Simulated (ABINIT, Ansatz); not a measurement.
# CsCdCl3 (Pm-3m): G0W0 with ABINIT, start to end

How does a plane-wave GW calculation on CsCdCl3 (Pm-3m) run from the first input to the gap?

Method: LDA and many-body steps on it, plane waves, in ABINIT 10.8.3.

The database entry behind the starting cell is an old determination (1928), so it need not match the best structure at ambient conditions.

## 1. Set-up

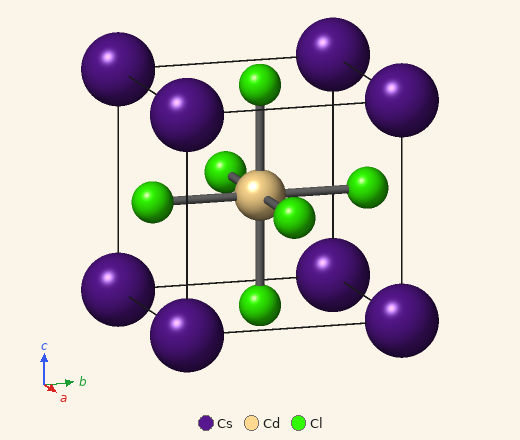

Start, viewed slightly off an axis; caesium purple, cadmium orange, chlorine green. Some periodic images of atoms are drawn too.

The cell and positions come from the Crystallography Open Database and are kept as given unless a step says otherwise. Spin-orbit coupling is left out unless a step names it.

## 2. Ground state

This step: ABINIT 10.8.3; DFT, LDA, plane waves, norm-conserving pseudopotentials.

The ground-state density comes first.

run.abi

```
acell 3*1.0 Angstrom
rprim 
  5.200000000000 0.000000000000 0.000000000000
  0.000000000000 5.200000000000 0.000000000000
  0.000000000000 0.000000000000 5.200000000000
ntypat 3
znucl 55 48 17
natom 5
typat 1 2 3 3 3
xred 
  0.000000000000 0.000000000000 0.000000000000
  0.500000000000 0.500000000000 0.500000000000
  0.000000000000 0.500000000000 0.500000000000
  0.500000000000 0.000000000000 0.500000000000
  0.500000000000 0.500000000000 0.000000000000
pp_dirpath "pseudos"
pseudos "Cs.upf, Cd.upf, Cl.upf"
ecut 47
ngkpt 4 4 4
nshiftk 1
shiftk 0 0 0
kptopt 1
chksymbreak 0
nband 31
occopt 1
tolvrs 1e-08
nstep 60
prtwf 0
optforces 0
optstress 0
indata_prefix "in"
outdata_prefix "out"
tmpdata_prefix "tmp"
```

Run with:

```console
OMP_NUM_THREADS=1 mpirun -n 4 abinit run.abi > log
```

Numbers of over 12 decimals in the logs are rounded to 6 here.

Log:

```text
.Version 10.8.3 of ABINIT. v10.8.2 released Aug 2026.

 Symmetries : space group Pm -3 m (#221); Bravais cP (primitive cubic)
================================================================================
 Values of the parameters that define the memory need of the present run
     intxc =       0    ionmov =       0      iscf =       7    lmnmax =       8
     lnmax =       8     mgfft =      64  mpssoang =       4    mqgrid =    3033
     natom =       5  nloc_mem =       1    nspden =       1   nspinor =       1
    nsppol =       1      nsym =      48    n1xccc =    2501    ntypat =       3
    occopt =       1   xclevel =       1
-    mband =          31        mffmem =           1         mkmem =           3
       mpw =       14627          nfft =      262144          nkpt =          10
================================================================================
  Rough estimation (10% accuracy) of disk space for files :
================================================================================

--------------------------------------------------------------------------------
------------- Echo of variables that govern the present computation ------------
--------------------------------------------------------------------------------
 -outvars: echo values of preprocessed input variables --------
            acell      1.8897261259E+00  1.8897261259E+00  1.8897261259E+00 Bohr

      chksymbreak           0
             ecut      4.70000000E+01 Hartree
-          fftalg         312

              ixc       -1012
              kpt      0.00000000E+00  0.00000000E+00  0.00000000E+00
                       2.50000000E-01  0.00000000E+00  0.00000000E+00
                       5.00000000E-01  0.00000000E+00  0.00000000E+00
                       2.50000000E-01  2.50000000E-01  0.00000000E+00
                       5.00000000E-01  2.50000000E-01  0.00000000E+00
                       5.00000000E-01  5.00000000E-01  0.00000000E+00
                       2.50000000E-01  2.50000000E-01  2.50000000E-01
                       5.00000000E-01  2.50000000E-01  2.50000000E-01
                       5.00000000E-01  5.00000000E-01  2.50000000E-01
                       5.00000000E-01  5.00000000E-01  5.00000000E-01
         kptrlatt        4    0    0      0    4    0      0    0    4
          kptrlen      3.93063034E+01
P           mkmem           3
            natom           5
            nband          31
            ngfft          64      64      64
             nkpt          10
            nstep          60
             nsym          48
           ntypat           3
              occ      2.000000  2.000000  2.000000  2.000000  2.000000  2.000000
                       2.000000  2.000000  2.000000  2.000000  2.000000  2.000000
                       2.000000  2.000000  2.000000  2.000000  2.000000  2.000000
                       2.000000  2.000000  2.000000  2.000000  2.000000  2.000000
                       2.000000  0.000000  0.000000  0.000000  0.000000  0.000000
                       0.000000
        optforces           0
        optstress           0
            prtwf           0
            rprim      5.2000000000E+00  0.0000000000E+00  0.0000000000E+00
                       0.0000000000E+00  5.2000000000E+00  0.0000000000E+00
[...]
spgroup         221

           tolvrs      1.00000000E-08

             xred      0.0000000000E+00  0.0000000000E+00  0.0000000000E+00
[...]
znucl       55.00000   48.00000   17.00000

================================================================================

 chkinp: Checking input parameters for consistency.

================================================================================
== DATASET  1 ==================================================================
-   mpi_nproc: 4, omp_nthreads: 1 (-1 if OMP is not activated)

--- !DatasetInfo
iteration_state: {dtset: 1, }
dimensions: {natom: 5, nkpt: 10, mband: 31, nsppol: 1, nspinor: 1, nspden: 1, mpw: 14627, }
cutoff_energies: {ecut:  47.0, pawecutdg:  -1.0, }
electrons: {nelect:   5.00000000E+01, charge:   0.00000000E+00, occopt:   1.00000000E+00, tsmear:   1.00000000E-02, }

 Real(R)+Recip(G) space primitive vectors, cartesian coordinates (Bohr,Bohr^-1):
 R(1)=  9.8265759  0.0000000  0.0000000  G(1)=  0.1017648  0.0000000  0.0000000
 R(2)=  0.0000000  9.8265759  0.0000000  G(2)=  0.0000000  0.1017648  0.0000000
 R(3)=  0.0000000  0.0000000  9.8265759  G(3)=  0.0000000  0.0000000  0.1017648
 Unit cell volume ucvol=  9.4886982E+02 bohr^3
 Angles (23,13,12)=  9.00000000E+01  9.00000000E+01  9.00000000E+01 degrees

 getcut: wavevector=  0.0000  0.0000  0.0000  ngfft=  64  64  64
         ecut(hartree)=     47.000   => boxcut(ratio)=   2.11039

--- Pseudopotential description ------------------------------------------------
- Cs Generated using ONCVPSP code by D. R. Hamann
- 55.00000   9.00000  201201                  znucl, zion, pspdat
12 -1012 3 -1 2328                            pspcod,pspxc,lmax,lloc,mmax
     nproj     2     2     2     2
  pspatm : epsatm=   21.68725381
         --- l  ekb(1:nproj) -->
[...]
pspatm: atomic psp has been read  and splines computed

- Cd Generated using ONCVPSP code by D. R. Hamann
- 48.00000  20.00000  180309                  znucl, zion, pspdat
12 -1012 2 -1 1336                            pspcod,pspxc,lmax,lloc,mmax
     nproj     2     2     2     0
  pspatm : epsatm=   23.37058476
         --- l  ekb(1:nproj) -->
[...]
pspatm: atomic psp has been read  and splines computed

- Cl Generated using ONCVPSP code by D. R. Hamann
- 17.00000   7.00000  180309                  znucl, zion, pspdat
12 -1012 2 -1 1016                            pspcod,pspxc,lmax,lloc,mmax
     nproj     2     2     2     0
  pspatm : epsatm=    8.88507506
         --- l  ekb(1:nproj) -->
[...]
pspatm: atomic psp has been read  and splines computed

   3.58565319E+03                                ecore*ucvol(ha*bohr**3)
--------------------------------------------------------------------------------

_setup2: Arith. and geom. avg. npw (full set) are   14603.141   14603.125

================================================================================

--- !BeginCycle
iteration_state: {dtset: 1, }
solver: {iscf: 7, nstep: 60, nline: 4, wfoptalg: 0, }
tolerances: {tolvrs: 1.00E-08, }

     iter   Etot(hartree)      deltaE(h)  residm     vres2
 ETOT  1  -237.52176464707    -2.375E+02 3.663E+00 5.956E+04
 ETOT  2  -239.68441559866    -2.163E+00 1.579E+00 8.066E+04
 ETOT  3  -247.24887305019    -7.564E+00 6.161E-01 9.279E+03
 ETOT  4  -247.83127508919    -5.824E-01 1.076E-01 4.675E+03
 ETOT  5  -248.05279619862    -2.215E-01 1.181E-02 1.919E+03
 ETOT  6  -248.12197109659    -6.917E-02 1.429E-02 1.054E+03
 ETOT  7  -248.16356427801    -4.159E-02 1.584E-02 4.710E+02
 ETOT  8  -248.19787326767    -3.431E-02 1.613E-02 7.349E+00
 ETOT  9  -248.19862781257    -7.545E-04 6.897E-03 1.150E+00
 ETOT 10  -248.19871665474    -8.884E-05 3.120E-03 4.449E-03
 ETOT 11  -248.19871777901    -1.124E-06 1.923E-03 2.253E-04
 ETOT 12  -248.19871787859    -9.958E-08 2.203E-03 1.555E-04
 ETOT 13  -248.19871789719    -1.860E-08 1.713E-03 3.434E-06
 ETOT 14  -248.19871789926    -2.075E-09 1.360E-03 1.634E-06
 ETOT 15  -248.19871789950    -2.350E-10 1.003E-03 1.031E-07
 ETOT 16  -248.19871789950    -3.070E-12 3.888E-04 1.618E-08
 ETOT 17  -248.19871789953    -3.152E-11 8.053E-04 3.895E-09

 At SCF step   17       vres2   =  3.90E-09 < tolvrs=  1.00E-08 =>converged.

--- !ResultsGS
iteration_state: {dtset: 1, }
comment   : Summary of ground state results
lattice_vectors:
- [  9.8265759,   0.0000000,   0.0000000, ]
- [  0.0000000,   9.8265759,   0.0000000, ]
- [  0.0000000,   0.0000000,   9.8265759, ]
lattice_lengths: [   9.82658,    9.82658,    9.82658, ]
lattice_angles: [ 90.000,  90.000,  90.000, ] # degrees, (23, 13, 12)
lattice_volume:   9.4886982E+02
convergence: {deltae: -3.152E-11, res2:  3.895E-09, residm:  8.053E-04, diffor:  0.000E+00, }
etotal    :  -2.48198718E+02
entropy   :   0.00000000E+00
fermie    :   6.17708590E-02
cartesian_stress_tensor: null
pressure_GPa: null
xred      :
- [  0.0000E+00,   0.0000E+00,   0.0000E+00, Cs]
- [  5.0000E-01,   5.0000E-01,   5.0000E-01, Cd]
- [  0.0000E+00,   5.0000E-01,   5.0000E-01, Cl]
- [  5.0000E-01,   0.0000E+00,   5.0000E-01, Cl]
- [  5.0000E-01,   5.0000E-01,   0.0000E+00, Cl]
cartesian_forces: null
force_length_stats: {min: null, max: null, mean: null, }

 Integrated electronic density in atomic spheres:
 ------------------------------------------------
 Atom  Sphere_radius  Integrated_density
[...]
================================================================================

 ----iterations are completed or convergence reached----

 Mean square residual over all n,k,spin=   46.079E-07; max=  80.525E-05
 reduced coordinates (array xred) for    5 atoms
       0.000000000000      0.000000000000      0.000000000000
       0.500000000000      0.500000000000      0.500000000000
       0.000000000000      0.500000000000      0.500000000000
       0.500000000000      0.000000000000      0.500000000000
       0.500000000000      0.500000000000      0.000000000000
 rms dE/dt=  0.0000E+00; max dE/dt=  0.0000E+00; dE/dt below (all hartree)
    1       0.000000000000      0.000000000000      0.000000000000
    2       0.000000000000      0.000000000000      0.000000000000
    3       0.000000000000      0.000000000000      0.000000000000
    4       0.000000000000      0.000000000000      0.000000000000
    5       0.000000000000      0.000000000000      0.000000000000

 cartesian coordinates (angstrom) at end:
    1      0.000000     0.000000     0.000000
    2      2.600000     2.600000     2.600000
    3      0.000000     2.600000     2.600000
    4      2.600000     0.000000     2.600000
    5      2.600000     2.600000     0.000000
 length scales=  1.889726125908  1.889726125908  1.889726125908 bohr
              =  1.000000000000  1.000000000000  1.000000000000 angstroms
 prteigrs : about to open file out_EIG
 Fermi (or HOMO) energy (hartree) =   0.06177   Average Vxc (hartree)=  -0.34417
 Eigenvalues (hartree) for nkpt=  10  k points:
 kpt#   1, nband= 31, wtk=  0.01563, kpt=  0.0000  0.0000  0.0000 (reduced coord)
  -3.62760   -2.20048   -2.20048   -2.20048   -0.63658   -0.43689   -0.41646   -0.41646
  -0.17869   -0.17869   -0.17869   -0.16812   -0.16812   -0.15338   -0.15338   -0.15338
  -0.04353   -0.04353   -0.04353    0.02831    0.02831    0.02831    0.04035    0.04035
   0.04035    0.11729    0.26627    0.27860    0.27860    0.32541    0.32541
 prteigrs : prtvol=0 or 1, do not print more k-points.

--- !EnergyTerms
iteration_state     : {dtset: 1, }
comment             : Components of total free energy in Hartree
kinetic             :  8.33601887854344E+01
hartree             :  8.89716721696218E+01
xc                  : -4.43564624652811E+01
Ewald energy        : -1.29371482460484E+02
psp_core            :  3.77886736060203E+00
local_psp           : -2.64489313225918E+02
non_local_psp       :  1.39078119364951E+01
total_energy        : -2.48198717899530E+02
total_energy_eV     : -6.75383117852139E+03
band_energy         : -2.68516594036882E+01

== END DATASET(S) ==============================================================
================================================================================

 -outvars: echo values of variables after computation  --------
           etotal     -2.4819871790E+02
            nband          31
             nkpt          10
          spgroup         221
 [... the other variables as echoed above ...]

 Calculation completed.
```

The job ended after 99 s (4 MPI ranks of Intel Xeon Platinum 8375C at 2.90GHz (Ice Lake), shared host; peak memory 0.6 GiB; 6.6 min of CPU time).

Numbers from this step:

| Quantity | Value |
| --- | --- |
| total energy | -6753.8312 eV |
| gap | 1.511 eV |
| k of the valence top | 0.5, 0.5, 0.5 |
| k of the conduction bottom | 0, 0, 0 |
| least direct gap | 2.094 eV |

The gap is indirect, with the least direct gap 0.58 eV higher.

(Part 1 of 3 ends here.)

[Paths, hosts, dates, memory and timing lines, banners, echoed tables and standing remarks are left out of the program output.]

[Logs are printed without paths, hosts, clocks, repeated set-up lines and the standing remarks that a program may print on its own settings, such as how far it seeks lower states.]

[Runs of the session that timed out or met a known fault of the program may be left out.]

[Hosts, paths, dates, database ids (printed as entryN), source tags and the programs' standing remarks are cut or masked in the printed files.]

[G0W0 gaps are taken among the corrected bands and points alone; a level outside them can change the order at an edge.]

[Where Ansatz stands beside ABINIT at settings called matched, ABINIT's density can come from a denser mesh and the files from another edition; pairs whose starting gaps differed by over 0.03 eV were left out, so agreement reads better than it is.]
